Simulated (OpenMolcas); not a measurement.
# singlet AlClF+, step by step

We compute a single-point energy (HF/STO-3G), then the energy (CASSCF(2,2)/STO-3G), then a single-point energy (CASPT2(2,2)/STO-3G), then the energy (SC-NEVPT2(2,2)/STO-3G), then the energy (MRCI(2,2)/STO-3G) of singlet AlClF+. 

Program for the calculation: OpenMolcas 26.06.

1 further run of the same task is left out (for a known fault of the program).

## (1) The structure to begin with

The species is AlClF+ (3 atoms), meant as a singlet with charge +1. As SMILES of the parent species, `[F][Al][Cl]`. The shape comes from GFN2-xTB, which is rough for such elements, and wasn't checked as a minimum. That shape belongs to the parent species and isn't relaxed for this state.

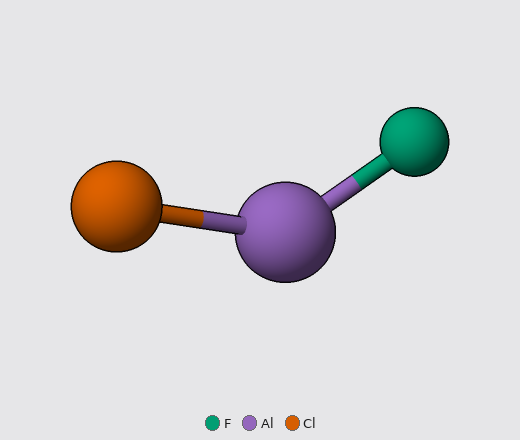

The structure, seen from a chosen angle (fluorine teal, aluminium purple, chlorine orange).

## (2) A single-point energy at HF/STO-3G (run 1)

Input file step1.inp:

```
&GATEWAY
BasLib=$CurrDir
Coord
3
angstrom
F       -1.102140       1.122520      -0.489250
Al      -0.334980      -0.328550      -0.216760
Cl       1.437120      -0.793970       0.706020
Basis=STO-3G
Group=NoSym
&SEWARD
&SCF
Charge=1
PrOrbitals=1 1
```

The basis set STO-3G is read from a file made from the Basis Set Exchange's data (not shown).

Launch:

```
$ export MOLCAS_MEM=1860
$ pymolcas step1.inp > step1.log
```

The log of the run:

```text
--- Start Module: gateway ---
[...]
--- Stop Module: gateway /rc=_RC_ALL_IS_WELL_ ---
--- Start Module: seward ---
[...]
      Basis functions           23
--- Stop Module: seward /rc=_RC_ALL_IS_WELL_ ---
--- Start Module: scf ---
[...]
       Convergence after  13 Iterations
[...]
::    Total SCF energy                               -791.5119743021
[...]
      Total spin, S                                     0.0000000000
[...]
      Total electronic charge=   38.000000
      Total            charge=    1.000000
[...]
      Dipole Moment (debye):
      Origin of the operator (angstrom)=    0.2505   -0.1890    0.1179
                   X= -4.4868E+00               Y= -2.2778E+00               Z= -2.6876E+00           Total=  5.7047E+00
      Center of Charge (angstrom)
[...]
--- Stop Module: scf /rc=_RC_ALL_IS_WELL_ ---
[...]
```

Run time: 1.8 s. Hardware: 1 thread of Arm Neoverse V1, shared host; peak memory 0.37 GiB.

## (3) The energy at CASSCF(2,2)/STO-3G (run 2)

Input file step2.input:

```
* AlClF CASSCF

&GATEWAY
 BasLib = $CurrDir
 Coord
 3
 angstrom
 F       -1.102140       1.122520      -0.489250
 Al      -0.334980      -0.328550      -0.216760
 Cl       1.437120      -0.793970       0.706020
 Basis = STO-3G
 Group = NoSym

&SEWARD

&RASSCF
 FileOrb = $CurrDir/step1.ScfOrb
 Spin = 1
 Nactel = 2 0 0
 Inactive = 18
 Ras2 = 2
 OrbListing = Nothing
```

The basis set STO-3G is read from a file made from the Basis Set Exchange's data (not shown).

Launch:

```
$ export MOLCAS_MEM=1860
$ pymolcas step2.input > step2.log
```

The log of the run:

```text
--- Start Module: gateway ---
[...]
--- Stop Module: gateway /rc=_RC_ALL_IS_WELL_ ---
--- Start Module: seward ---
[...]
      Basis functions           23
--- Stop Module: seward /rc=_RC_ALL_IS_WELL_ ---
--- Start Module: rasscf ---
[...]
      Number of active orbitals                  2
[...]
      Spin quantum number                      0.0
[...]
      Active orbitals                            2
[...]
      Number of CSFs                             3
[...]
      Number of root(s) required                 1
[...]
 ###    WARNING: Large orbital rotation.                                     ###
 ###############################################################################
      Molecular orbital  19 of symmetry 1 MO space 2  weight is    0.441862
[...]
      Convergence after 13 iterations
[...]
      printout of CI-coefficients larger than  0.05 for root  1
      energy=    -791.524825
      conf/sym  11     Coeff  Weight
             1  20   0.99196 0.98399
             3  02  -0.12654 0.01601
      Natural orbitals and occupation numbers for root  1
      sym 1:   1.967975   0.032025
      ************************************************************************************************************************
      *                                                    Final results                                                     *
[...]
::    RASSCF root number  1 Total energy:   -791.52482452
[...]
      Total electronic charge=   38.000000
      Total            charge=    1.000000
[...]
      Dipole Moment (debye):
      Origin of the operator (angstrom)=    0.2505   -0.1890    0.1179
                   X= -4.0684E+00               Y= -2.2857E+00               Z= -2.4594E+00           Total=  5.2750E+00
      Center of Charge (angstrom)
[...]
--- Stop Module: rasscf /rc=_RC_ALL_IS_WELL_ ---
[...]
```

It took 2 s on 1 thread of Arm Neoverse V1, shared host; peak memory 0.37 GiB.

## (4) A single-point energy at CASPT2(2,2)/STO-3G (run 3)

Input file step3.input:

```
* AlClF CASPT2
&GATEWAY
BasLib=$CurrDir
Coord
3
angstrom
F       -1.102140       1.122520      -0.489250
Al      -0.334980      -0.328550      -0.216760
Cl       1.437120      -0.793970       0.706020
Basis=STO-3G
Group=NoSym
&SEWARD
&RASSCF
FileOrb=$CurrDir/step2.RasOrb
Spin=1
Nactel=2 0 0
Inactive=18
Ras2=2
OrbListing=Nothing
&CASPT2
Imaginary=0.1
Frozen=11
```

The basis set STO-3G is read from a file made from the Basis Set Exchange's data (not shown).

Launch:

```
$ export MOLCAS_MEM=1860
$ pymolcas step3.input > step3.log
```

The log of the run:

```text
--- Start Module: gateway ---
[...]
--- Stop Module: gateway /rc=_RC_ALL_IS_WELL_ ---
[...]
      Basis functions           23
[...]
--- Start Module: rasscf ---
[...]
      Number of active orbitals                  2
[...]
      Spin quantum number                      0.0
[...]
      Active orbitals                            2
[...]
      Number of CSFs                             3
[...]
      Number of root(s) required                 1
[...]
      Convergence after  4 iterations
[...]
      printout of CI-coefficients larger than  0.05 for root  1
      energy=    -791.524825
      conf/sym  11     Coeff  Weight
             1  20   0.99196 0.98399
             3  02  -0.12654 0.01601
      Natural orbitals and occupation numbers for root  1
      sym 1:   1.967975   0.032025
      ************************************************************************************************************************
      *                                                    Final results                                                     *
[...]
::    RASSCF root number  1 Total energy:   -791.52482452
[...]
      Total electronic charge=   38.000000
      Total            charge=    1.000000
[...]
      Dipole Moment (debye):
      Origin of the operator (angstrom)=    0.2505   -0.1890    0.1179
                   X= -4.0684E+00               Y= -2.2857E+00               Z= -2.4594E+00           Total=  5.2749E+00
      Center of Charge (angstrom)
[...]
--- Stop Module: rasscf /rc=_RC_ALL_IS_WELL_ ---
--- Start Module: caspt2 ---
[...]
 ###    WARNING: User changed nr of frozen orbitals.                         ###
 ###############################################################################
[...]
      E2 (Variational):          -0.0500859336
      Total energy:            -791.5749104502
[...]
      Reference weight:           0.96997
[...]
::    CASPT2 Root  1     Total energy:   -791.57491045
[...]
--- Stop Module: caspt2 /rc=_RC_ALL_IS_WELL_ ---
[...]
```

It took 1.9 s on 1 thread of Arm Neoverse V1, shared host; peak memory 0.37 GiB.

## (5) A single-point energy at SC-NEVPT2(2,2)/STO-3G (run 4)

Input file step4.inp:

```
* AlClF NEVPT2
>>> EXPORT MOLCAS_PRINT=2

&GATEWAY
  BASLIB = $CurrDir
  COORD
  3
  angstrom
  F       -1.102140       1.122520      -0.489250
  Al      -0.334980      -0.328550      -0.216760
  Cl       1.437120      -0.793970       0.706020
  BASIS = STO-3G
  GROUP = NoSym

&SEWARD

&RASSCF
  FILEORB = $CurrDir/step2.RasOrb
  SPIN = 1
  NACTEL = 2 0 0
  INACTIVE = 18
  RAS2 = 2
  ORBLISTING = Nothing

&CASPT2
  SC-NEVPT2
  FROZEN = 11
```

The basis set STO-3G is read from a file made from the Basis Set Exchange's data (not shown).

Launch:

```
$ export MOLCAS_MEM=1860
$ pymolcas step4.inp > step4.log
```

The log of the run:

```text
--- Start Module: gateway ---
[...]
--- Stop Module: gateway /rc=_RC_ALL_IS_WELL_ ---
[...]
      Basis functions           23
[...]
--- Start Module: rasscf ---
[...]
      Number of active orbitals                  2
[...]
      Spin quantum number                      0.0
[...]
      Active orbitals                            2
[...]
      Number of CSFs                             3
[...]
      Number of root(s) required                 1
[...]
      Convergence after  4 iterations
[...]
      printout of CI-coefficients larger than  0.05 for root  1
      energy=    -791.524825
      conf/sym  11     Coeff  Weight
             1  20   0.99196 0.98399
             3  02  -0.12654 0.01601
      Natural orbitals and occupation numbers for root  1
      sym 1:   1.967975   0.032025
      ************************************************************************************************************************
      *                                                    Final results                                                     *
[...]
::    RASSCF root number  1 Total energy:   -791.52482452
[...]
      Total electronic charge=   38.000000
      Total            charge=    1.000000
[...]
      Dipole Moment (debye):
      Origin of the operator (angstrom)=    0.2505   -0.1890    0.1179
                   X= -4.0684E+00               Y= -2.2857E+00               Z= -2.4594E+00           Total=  5.2749E+00
      Center of Charge (angstrom)
[...]
--- Stop Module: rasscf /rc=_RC_ALL_IS_WELL_ ---
--- Start Module: caspt2 ---
[...]
 ###    WARNING: User changed nr of frozen orbitals.                         ###
 ###############################################################################
[...]
      E2 (Variational):          -0.0474058623
[...]
      E2 (Variational):          -0.0473723838
      Total energy:            -791.5721969003
[...]
      Reference weight:           0.97295
[...]
::    SC-NEVPT2 Root  1     Total energy:   -791.57219690
[...]
--- Stop Module: caspt2 /rc=_RC_ALL_IS_WELL_ ---
[...]
```

Run time: 1.9 s. Hardware: 1 thread of Arm Neoverse V1, shared host; peak memory 0.37 GiB.

## (6) The energy at MRCI(2,2)/STO-3G (run 5)

Input file step5.inp:

```
* AlClF MRCI
&GATEWAY
BasLib = $CurrDir
Coord
3
angstrom
F       -1.102140       1.122520      -0.489250
Al      -0.334980      -0.328550      -0.216760
Cl       1.437120      -0.793970       0.706020
Basis = STO-3G
Group = NoSym
&SEWARD
&RASSCF
FileOrb = $CurrDir/step2.RasOrb
Spin = 1
Nactel = 2 0 0
Inactive = 18
Ras2 = 2
OrbListing = Nothing
&MOTRA
LumOrb
Frozen = 11
&GUGA
Electrons = 16
Spin = 1
Inactive = 7
Active = 2
CIAll = 1
&MRCI
SDCI
```

The basis set STO-3G is read from a file made from the Basis Set Exchange's data (not shown).

Launch:

```
$ export MOLCAS_MEM=1860
$ pymolcas step5.inp > step5.log
```

The log of the run:

```text
--- Start Module: gateway ---
[...]
--- Stop Module: gateway /rc=_RC_ALL_IS_WELL_ ---
[...]
      Basis functions           23
[...]
      Number of active orbitals                  2
[...]
      Spin quantum number                      0.0
[...]
      Active orbitals                            2
[...]
      Number of CSFs                             3
[...]
      Number of root(s) required                 1
[...]
      Convergence after  4 iterations
[...]
      printout of CI-coefficients larger than  0.05 for root  1
      energy=    -791.524825
      conf/sym  11     Coeff  Weight
             1  20   0.99196 0.98399
             3  02  -0.12654 0.01601
      Natural orbitals and occupation numbers for root  1
      sym 1:   1.967975   0.032025
      ************************************************************************************************************************
      *                                                    Final results                                                     *
[...]
::    RASSCF root number  1 Total energy:   -791.52482452
[...]
      Dipole Moment (debye):
      Origin of the operator (angstrom)=    0.2505   -0.1890    0.1179
                   X= -4.0684E+00               Y= -2.2857E+00               Z= -2.4594E+00           Total=  5.2749E+00
      Center of Charge (angstrom)
[...]
      *** WARNING: Default frozen orbitals is overwritten by user input.
      *** Default values:   8
[...]
--- Start Module: guga ---
[...]
--- Stop Module: guga /rc=_RC_ALL_IS_WELL_ ---
--- Start Module: mrci ---
[...]
       (But an ACPF correction will be computed)
       USE THE DEFAULT ACPF G-VALUE GFAC=  0.12500000000000000
[...]
                      CI ENERGY:  -791.58798405
[...]
                ACPF CORRECTION:    -0.00401895
[...]
      Total electronic charge=   38.000000
      Total            charge=    1.000000
[...]
     ACPF CORRECTION:     -0.00401895
[...]
  CI State   1     Total energy:   -791.58798405     QDav:     -0.00463522     QACPF:     -0.00401895
[...]
--- Stop Module: mrci /rc=_RC_ALL_IS_WELL_ ---
[...]
```

It took 2 s on 1 thread of Arm Neoverse V1, shared host; peak memory 0.37 GiB.

## (7) Results

| quantity | value |
| --- | --- |
| run 1, HF/STO-3G: total energy | -791.51197 Eh |
| run 1, HF/STO-3G: HOMO energy | -17.47 eV |
| run 1, HF/STO-3G: LUMO energy | -4.70 eV |
| run 1, HF/STO-3G: HOMO–LUMO gap | 12.77 eV |
| run 2, CASSCF(2,2)/STO-3G | no result (a known fault or a wrong state: its values are left out) |
| run 3, CASPT2(2,2)/STO-3G | no result (a known fault or a wrong state: its values are left out) |
| run 4, SC-NEVPT2(2,2)/STO-3G | no result (a known fault or a wrong state: its values are left out) |
| run 5, MRCI(2,2)/STO-3G | no result (a known fault or a wrong state: its values are left out) |

What this shows: 4 of the 5 runs ended normally but are set aside, since settings or state are in doubt.
